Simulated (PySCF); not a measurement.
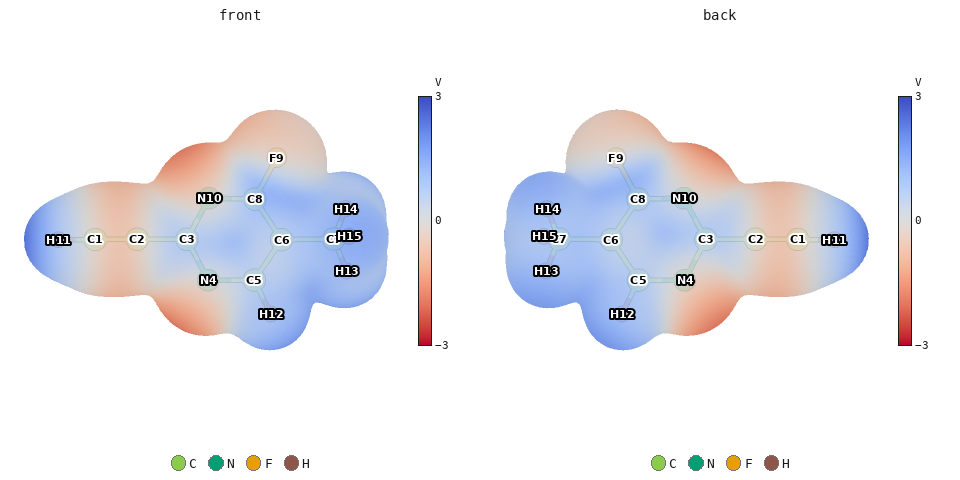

*C₇H₅FN₂. The molecular electrostatic potential painted on the density surface at 0.004 e/bohr³, seen from the front and from behind; red is negative and blue positive.*

Geometry: GFN2-xTB.

Theory: PBE0/def2-SVPD, SCF density, gas phase (PySCF 2.14.0).

| atom | x (Å) | y (Å) | z (Å) |
| --- | --- | --- | --- |
| C | -4.0092 | -0.9703 | 0.5597 |
| C | -2.8494 | -0.6885 | 0.4344 |
| C | -1.4750 | -0.3670 | 0.2912 |
| N | -0.5863 | -1.3095 | 0.5802 |
| C | 0.6901 | -1.0034 | 0.4441 |
| C | 1.1386 | 0.2446 | 0.0206 |
| C | 2.5767 | 0.6078 | -0.1271 |
| C | 0.1000 | 1.1399 | -0.2483 |
| F | 0.3945 | 2.3762 | -0.6686 |
| N | -1.1713 | 0.8633 | -0.1268 |
| H | -5.0240 | -1.2158 | 0.6689 |
| H | 1.3912 | -1.7934 | 0.6826 |
| H | 3.1928 | -0.2865 | -0.1799 |
| H | 2.7270 | 1.2075 | -1.0229 |
| H | 2.9000 | 1.2032 | 0.7275 |

### Which sites attract a positive test charge, and which a negative one?

A positive charge is drawn to the negative regions and a negative charge to the positive ones. The most negative region (about −1.8 V) lies over N4 and N10, the most positive (about +2.2 V) over H11.
